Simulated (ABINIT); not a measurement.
# MoS2 (P6_3/mmc): G0W0 in ABINIT against the bands in the self-energy, part 2 of 2

How does the gap of MoS2 (P6_3/mmc) converge in the bands in the self-energy?

ABINIT 10.8.3; PBE and many-body steps on it, plane waves. Known limits of the many-body steps: not at the basis limit; no spin-orbit coupling; coarse k mesh.

So far. Step 2 (Screening, 6×6×1 mesh, 345 bands, screening to 217.7 eV): Local fields lower ε∞ by 12 %. On a Γ-centred mesh this coarse the value itself is usually too large, while a short band sum pulls it down.

The database entry behind the starting cell differs from later determinations by our own check (about 0.3 % long), so it need not match the best structure at ambient conditions.

### Step 6. 106 bands

Level of this step: G0W0 on PBE, plane waves, norm-conserving pseudopotentials (ABINIT).

The self-energy is evaluated for the states that the input lists, and the levels follow from it, in one-shot runs by the linearised quasiparticle equation.

Contents of run.abi:

```
acell 3*1.0 Angstrom
rprim 
  3.169000000004 -0.000000000001 0.000000000000
  -1.584500000001 2.744434504597 0.000000000000
  0.000000000000 0.000000000000 12.324000000000
ntypat 2
znucl 42 16
natom 6
typat 1 1 2 2 2 2
xred 
  0.333333333333 0.666666666667 0.250000000000
  0.666666666667 0.333333333333 0.750000000000
  0.333333333333 0.666666666667 0.623000000000
  0.666666666667 0.333333333333 0.123000000000
  0.333333333333 0.666666666667 0.877000000000
  0.666666666667 0.333333333333 0.377000000000
pp_dirpath "pseudos"
pseudos "Mo.upf, S.upf"
ecut 36
ngkpt 6 6 1
nshiftk 1
shiftk 0 0 0
kptopt 1
chksymbreak 0
istwfk *1
occopt 1
irdwfk 1
optdriver 4
nband 106
gwcalctyp 0
ecutsigx 36
symsigma 1
nkptgw 3
kptgw 
  0.0000000000 0.0000000000 0.0000000000
  0.1666666667 0.1666666667 0.0000000000
  0.3333333333 0.3333333333 0.0000000000
bdgw 
  25 28
  25 28
  25 28
ecuteps 8
irdscr 1
ppmodel 1
indata_prefix "in"
outdata_prefix "out"
tmpdata_prefix "tmp"
```

Run with:

```console
> OMP_NUM_THREADS=1 mpirun -n 8 abinit run.abi > log
```

Log:

```text
.Version 10.8.3 of ABINIT. v10.8.2 released Aug 2026.

 Symmetries : space group P6_3/m m c (#194); Bravais hP (primitive hexag.)
[... echo of the input left out ...]
== DATASET  1 ==================================================================
-   mpi_nproc: 8, omp_nthreads: 1 (-1 if OMP is not activated)

--- !DatasetInfo
iteration_state: {dtset: 1, }
dimensions: {natom: 6, nkpt: 7, mband: 106, nsppol: 1, nspinor: 1, nspden: 1, mpw: 7481, }
cutoff_energies: {ecut:  36.0, pawecutdg:  -1.0, }
[...]
Band     E0 <VxcDFT>   SigX SigC(E0)      Z dSigC/dE  Sig(E)    E-E0       E
[...]
27   9.486 -17.609 -13.378  -2.855   0.775  -0.290 -16.542   1.066  10.553
       28   9.486 -17.609 -13.378  -2.855   0.775  -0.290 -16.542   1.066  10.553

== END DATASET(S) ==============================================================
================================================================================

 -outvars: echo values of variables after computation  --------
           etotal      0.0000000000E+00
            nband         106
             nkpt           7
          spgroup         194
 [... the other variables as echoed above ...]

 Calculation completed.
```

The job ended after 63 s (8 MPI ranks of Arm Neoverse V1, shared host; peak memory 3.8 GiB; 8.5 min of CPU time).

This step gave:

| Quantity | Value |
| --- | --- |
| G0W0 gap on the points computed | 1.202 eV |
| starting gap on the mesh | 0.8887 eV |
| k of the valence top | 0, 0, 0 |
| k of the conduction bottom | 0.1667, 0.1667, 0 |
| least direct G0W0 gap on the computed points | 2.197 eV |

The gap on the mesh goes from 0.89 eV to 1.20 eV, a correction of +0.31 eV.

### Step 7. 213 bands

Changes to run.abi since step 6:

```diff
@@ -28,3 +28,3 @@
 optdriver 4
-nband 106
+nband 213
 gwcalctyp 0
```

Log:

```text
.Version 10.8.3 of ABINIT. v10.8.2 released Aug 2026.

 Symmetries : space group P6_3/m m c (#194); Bravais hP (primitive hexag.)
[... echo of the input left out ...]
== DATASET  1 ==================================================================
-   mpi_nproc: 8, omp_nthreads: 1 (-1 if OMP is not activated)

--- !DatasetInfo
iteration_state: {dtset: 1, }
dimensions: {natom: 6, nkpt: 7, mband: 213, nsppol: 1, nspinor: 1, nspden: 1, mpw: 7481, }
cutoff_energies: {ecut:  36.0, pawecutdg:  -1.0, }
[...]
Band     E0 <VxcDFT>   SigX SigC(E0)      Z dSigC/dE  Sig(E)    E-E0       E
[...]
27   9.486 -17.609 -13.378  -3.451   0.771  -0.297 -17.008   0.601  10.087
       28   9.486 -17.609 -13.378  -3.451   0.771  -0.297 -17.008   0.601  10.087

== END DATASET(S) ==============================================================
================================================================================

 -outvars: echo values of variables after computation  --------
           etotal      0.0000000000E+00
            nband         213
             nkpt           7
          spgroup         194
 [... the other variables as echoed above ...]

 Calculation completed.
```

Wall time 2 min (8 MPI ranks); peak memory 4.5 GiB.

Numbers from this step:

```
G0W0 gap on the points computed              : 1.223 eV
starting gap on the mesh                     : 0.8887 eV
k of the valence top                         : 0, 0, 0
k of the conduction bottom                   : 0.1667, 0.1667, 0
least direct G0W0 gap on the computed points : 2.148 eV
```

Against the run before, the gap moves by +0.021 eV.

### Step 8. 345 bands

Changes to run.abi since step 7:

```diff
@@ -28,3 +28,3 @@
 optdriver 4
-nband 213
+nband 345
 gwcalctyp 0
```

Log:

```text
.Version 10.8.3 of ABINIT. v10.8.2 released Aug 2026.

 Symmetries : space group P6_3/m m c (#194); Bravais hP (primitive hexag.)
[... echo of the input left out ...]
== DATASET  1 ==================================================================
-   mpi_nproc: 8, omp_nthreads: 1 (-1 if OMP is not activated)

--- !DatasetInfo
iteration_state: {dtset: 1, }
dimensions: {natom: 6, nkpt: 7, mband: 345, nsppol: 1, nspinor: 1, nspden: 1, mpw: 7481, }
cutoff_energies: {ecut:  36.0, pawecutdg:  -1.0, }
[...]
Band     E0 <VxcDFT>   SigX SigC(E0)      Z dSigC/dE  Sig(E)    E-E0       E
[...]
27   9.486 -17.609 -13.378  -3.677   0.770  -0.299 -17.183   0.426   9.912
       28   9.486 -17.609 -13.378  -3.677   0.770  -0.299 -17.183   0.426   9.912

== END DATASET(S) ==============================================================
================================================================================

 -outvars: echo values of variables after computation  --------
           etotal      0.0000000000E+00
            nband         345
             nkpt           7
          spgroup         194
 [... the other variables as echoed above ...]

 Calculation completed.
```

The job ended after 3.1 min (8 MPI ranks; peak memory 5.3 GiB; 25 min of CPU time).

Numbers from this step:

- G0W0 gap on the points computed: 1.231 eV
- starting gap on the mesh: 0.8887 eV
- k of the valence top: 0, 0, 0
- k of the conduction bottom: 0.1667, 0.1667, 0
- least direct G0W0 gap on the computed points: 2.127 eV

Against the run before, the gap moves by +0.008 eV.

### Step 9. The runs together

Times are wall times on 8 MPI ranks of Arm Neoverse V1, shared host, good to a factor of about two. A run's time includes the screening step that it read.

```csv
run,mesh,bands,screening cutoff (eV),DFT gap (eV),gap on the mesh (eV),direct (eV),ε∞ used,time
34 bands,6×6×1,34,217.7,0.889,1.264,2.300,14.42,7.6 min
36 bands,6×6×1,36,217.7,0.889,1.212,2.333,14.42,7.6 min
54 bands,6×6×1,54,217.7,0.889,1.167,2.246,14.42,7.7 min
106 bands,6×6×1,106,217.7,0.889,1.202,2.197,14.42,8.2 min
213 bands,6×6×1,213,217.7,0.889,1.223,2.148,14.42,9.1 min
345 bands,6×6×1,345,217.7,0.889,1.231,2.127,14.42,10 min
```

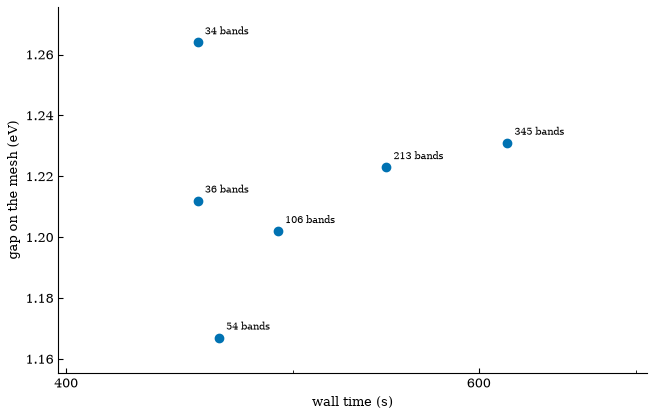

Result against wall time.

### Step 10. Summary of results

```
34 bands     : 1.264 eV
36 bands     : 1.212 eV
54 bands     : 1.167 eV
106 bands    : 1.202 eV
213 bands    : 1.223 eV
345 bands    : 1.231 eV
known limits : not at the basis limit; no spin-orbit coupling; coarse k mesh
```

In words: The setting moved: bands in the self-energy. From 34 bands to 345 bands the gap moves by −0.03 eV, not steadily: it passes through 1.17 eV. It holds to 0.03 eV from 106 bands on. Bands and screening cutoff are coupled, so a series along one setting does not show full convergence. Bands and cutoff are finite, so the gap is not at the basis limit. The miss can reach some tenths of an eV and take either sign; the mesh is an error of its own. In the G0W0 runs levels were corrected at 3 k points alone, so a gap called «on the mesh» is the least over those, and an edge elsewhere would be missed. The 6×6×1 mesh is coarse for this cell, which bears on the long-range parts of exchange and screening. The many-body steps are scalar-relativistic: spin-orbit coupling is not in them.

[Paths, hosts, dates, memory and timing lines, banners, echoed tables and standing remarks are left out of the program output.]

[Logs are printed without paths, hosts, clocks, repeated set-up lines and the standing remarks that a program may print on its own settings, such as how far it seeks lower states.]

[Runs of the session that timed out or met a known fault of the program may be left out.]

[Hosts, paths, dates, database ids (printed as entryN), source tags and the programs' standing remarks are cut or masked in the printed files.]

[G0W0 gaps are taken among the corrected bands and points alone; a level outside them can change the order at an edge.]

[Where Ansatz stands beside ABINIT at settings called matched, ABINIT's density can come from a denser mesh and the files from another edition; pairs whose starting gaps differed by over 0.03 eV were left out, so agreement reads better than it is.]
